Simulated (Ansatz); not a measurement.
## What a change does: single-point calculation on Ta₄

System: Ta₄, charge +1, multiplicity 2.
Method of run A: UKS PBE-D4/def2-TZVP (Ansatz 0.2.0).

The geometry comes from this level: r2SCAN-D4/def2-SVP. Text and figures count atoms from 1; the logs count them from 0 in places.

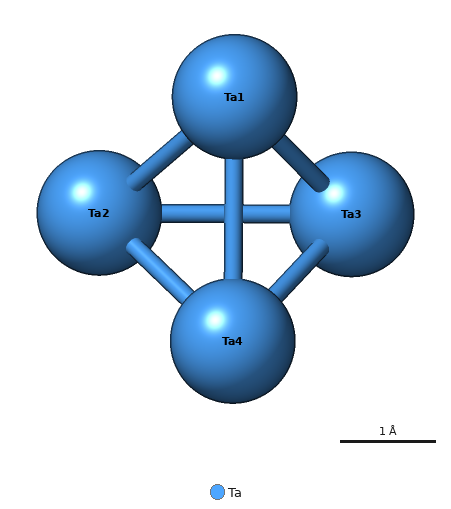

The input geometry (ball-and-stick view, seen at a tilt; atoms are numbered from 1 in the order of the input). Sticks mark near contacts. Bond lengths as drawn: Ta–Ta 2.54 to 2.66 Å.

The input, run A:
```yaml
crystal:
  periodic: [false, false, false]
  atoms:
    - {symbol: Ta, position_ang: [-1.258934, -0.588356, 0.691531]}
    - {symbol: Ta, position_ang: [-0.416682, 0.458778, -1.462759]}
    - {symbol: Ta, position_ang: [0.545498, 1.184933, 0.906708]}
    - {symbol: Ta, position_ang: [1.130118, -1.055355, -0.135489]}
basis:
  gaussian: {orbitals: def2-TZVP, initial_orbitals: start.molden}
total_charge: 1
magnetization: {spin_polarized: true, initial_magnetization: 1}
hamiltonian: {xc: pbe, dispersion: d4}
scf: {omitted_lower_state_checks: [starts]}
output: {orbitals: {seedname: orbitals}}
```

Command:
```bash
ansatz run in.yaml --threads 4 --pin off --events-out ev --progress --plain --max-ram 3916MiB
```

Hardware: 4 threads of Arm Neoverse V2, 23 GiB of memory available, shared host.

Output (run A):
```
Functional definition: PBE
  parameter kappa = 0.804
  parameter beta = 0.06672455060314922
  exchange = pbe_x(kappa = kappa, mu = beta*pi^2/3)
  correlation = pbe_c(beta = beta)
these checks for a lower state are left out or cut short: starts
1348 factors; their error is unknown
mean field evaluation 1: about -6199.8385 eV, gradient 5.3e0 eV
mean field evaluation 2: about -6200.0061 eV, gradient 3.4e-1 eV
mean field evaluation 4: about -6200.0259 eV, gradient 6.5e-2 eV
mean field evaluation 8: about -6200.0017 eV, gradient 3.7e-3 eV
mean field evaluation 16: about -6200.0018 eV, gradient 2.4e-5 eV
mean field -6200.00175024 eV, -227.8458618094 hartree, gradient 2.0e-6 eV, S^2 0.760347; 0 other end points of the search recorded, 0 dependent functions left out
reference -6200.00179070 eV, -227.8458632960 hartree; 26, 25 occupied and 134, 135 virtual orbitals, 1348 factors
Total energy: -6200.18064380 eV, -227.8524360264 hartree
Checks for a lower state left out: starts
```

Run B used a changed input.

The two runs side by side:

| quantity | run A | run B |
| --- | --- | --- |
| outcome | converged | converged |
| total energy (hartree) | −227.852436 | −227.814006 |
| HOMO (eV) | −8.18 | −8.27 |
| LUMO (eV) | −7.93 | −8.04 |
| ⟨S²⟩ | 0.760 | 0.759 |
| basis functions | 160 | 128 |
| wall time (shared host) | 16 s | 9 s |

What was changed in the input?

The change (lines with − go, lines with + come):
```diff
-  gaussian: {orbitals: def2-TZVP, initial_orbitals: start.molden}
+  gaussian: {orbitals: def2-SVP, initial_orbitals: start.molden}
```

The total energy of run B is 24.1 kcal/mol higher, which measures the change of basis and not a stability. The HOMO goes from −8.18 to −8.27 eV. The LUMO goes from −7.93 to −8.04 eV. The basis functions go from 160 to 128. On the same kind of shared host run B took about 0.58 times as long.

Output (run B):
```
Functional definition: PBE
  parameter kappa = 0.804
  parameter beta = 0.06672455060314922
  exchange = pbe_x(kappa = kappa, mu = beta*pi^2/3)
  correlation = pbe_c(beta = beta)
these checks for a lower state are left out or cut short: starts
1216 factors; their error is unknown
mean field evaluation 1: about -6198.4443 eV, gradient 2.9e1 eV
mean field evaluation 2: about -6198.9652 eV, gradient 1.2e0 eV
mean field evaluation 4: about -6199.0335 eV, gradient 3.5e-1 eV
mean field evaluation 8: about -6198.9560 eV, gradient 4.3e-3 eV
mean field evaluation 16: about -6198.9560 eV, gradient 2.4e-5 eV
mean field -6198.95600938 eV, -227.8074315414 hartree, gradient 1.3e-6 eV, S^2 0.758659; 0 other end points of the search recorded, 0 dependent functions left out
reference -6198.95605160 eV, -227.8074330930 hartree; 26, 25 occupied and 102, 103 virtual orbitals, 1216 factors
Total energy: -6199.13490471 eV, -227.8140058234 hartree
Checks for a lower state left out: starts
```
